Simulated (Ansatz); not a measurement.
## Electronic structure of CH6BGa in real space

Input

```
crystal:
  periodic: [false, false, false]
  atoms:
    - symbol: C
      position_ang: [-3.264499, 1.642449, 1.697836]
    - symbol: B
      position_ang: [-2.008876, 1.033012, 0.924266]
    - symbol: Ga
      position_ang: [-0.266491, 0.187695, -0.149959]
    - symbol: H
      position_ang: [-3.015817, 2.606046, 2.172565]
    - symbol: H
      position_ang: [-3.616438, 0.963349, 2.491998]
    - symbol: H
      position_ang: [-4.111331, 1.819140, 1.014181]
    - symbol: H
      position_ang: [-2.215836, -0.081413, 0.349203]
    - symbol: H
      position_ang: [-1.544001, 1.758872, -0.009877]
    - symbol: H
      position_ang: [-0.988524, 0.801196, 1.645752]
basis:
  gaussian: {orbitals: def2-TZVPD}
hamiltonian: {xc: pbe0}
output: {forces: true, orbitals: {seedname: orbitals}}
```

Command:

```sh
ansatz run input.yaml --threads 2 --pin off --max-ram 4350MiB --events-out events.jsonl --progress --plain --runs-dir runs
```

Geometry: B3LYP-D3(BJ)/def2-SVP.

Computed with isolated molecule in a Gaussian basis; Kohn-Sham density functional theory, functional PBE0 in Ansatz 0.2.0.

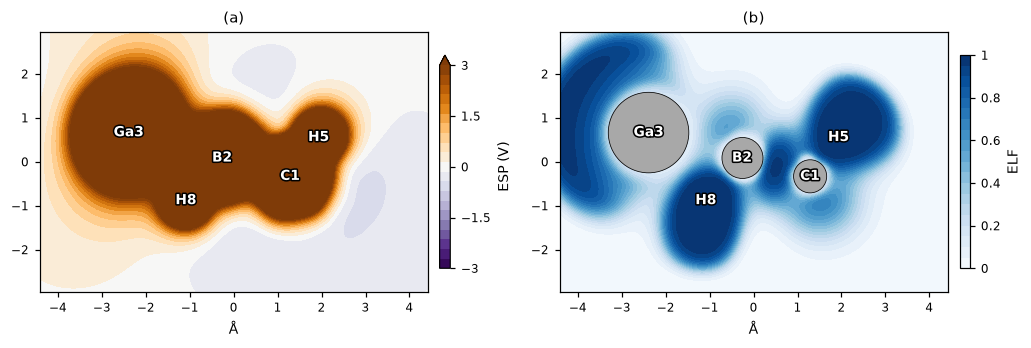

Figure 1. (a) molecular electrostatic potential; (b) ELF on the plane of atoms Ga3, B2 and H8. Grey discs cover the atomic cores in the ELF map.

Q: Interpret the plot.

A: The section cuts through C, B, Ga and H sites. C–B (1.60 Å): the ELF peaks at about 0.95 between the atoms; a covalent bond. Ga–B (2.21 Å): the ELF is about 0.20 at the midpoint. C–H (1.10 Å): the ELF climbs to about 1 towards the hydrogen, as it does in any bond to H (a covalent bond by its length). B–H (1.27 Å): the ELF climbs to about 1 towards the hydrogen. Outside the dense part of the molecule the potential is most negative (−0.5 V) near C1.

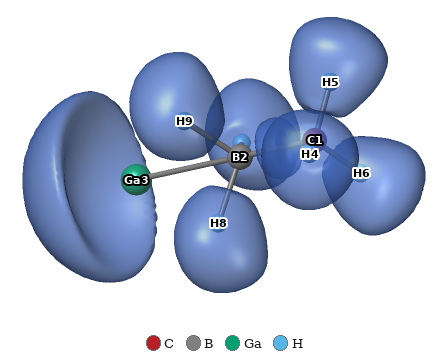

Figure 2. Isosurface of the ELF at 0.8 (blue), seen at a tilt. Core shells and regions of very low density are left out.

Q: Identify the bonds, lone pairs and shells in this picture.

A: At this value the surface marks out one region between bonded B–C atoms (shared pairs), six regions around hydrogen nuclei and one lobe on Ga, pointing away from the bonds (lone pairs).

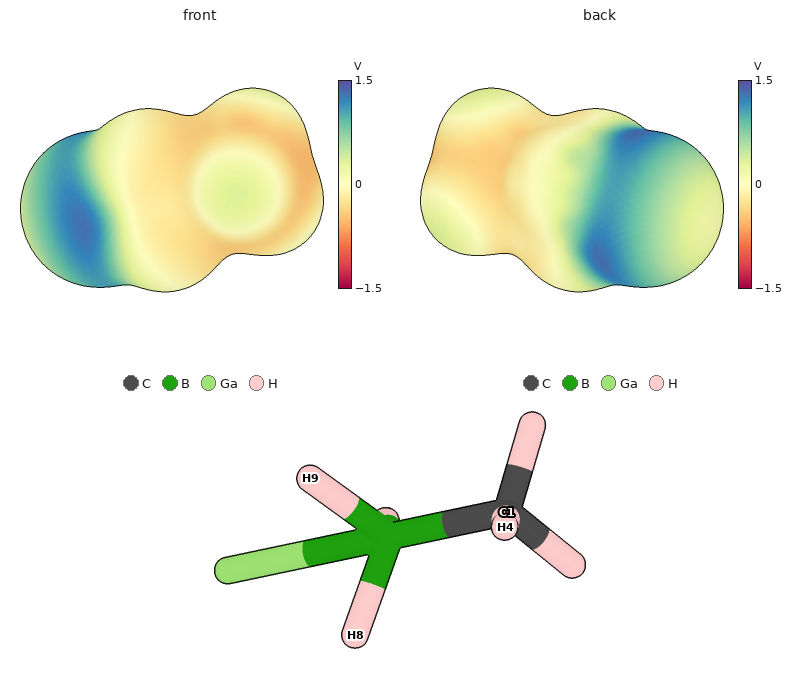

Figure 3. The electrostatic potential painted on the density surface at 0.002 e/bohr³, seen from the front and from behind; the colour scale runs from red (negative) to blue (positive). The bare structure is drawn below in the same view.

Q: Where is the surface potential most negative and most positive?

A: The most negative region (about −0.5 V, or −12 kcal/mol for a unit charge) lies over C1, the most positive (about +1.3 V, or +30 kcal/mol for a unit charge) over Ga3.

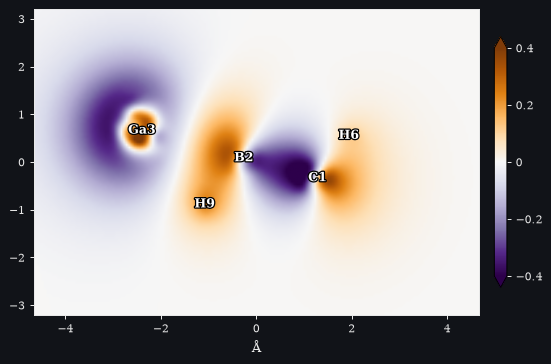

Figure 4. The HOMO on the plane of atoms Ga3, B2 and H9 (values in Å⁻³ᐟ²; the overall sign is arbitrary).

Q: What is the character of this orbital?

A: By Hirshfeld shares it lies mainly on Ga3 (about 65 %), C1 (about 10 %) and B2 (about 10 %). Its energy is −7.39 eV.
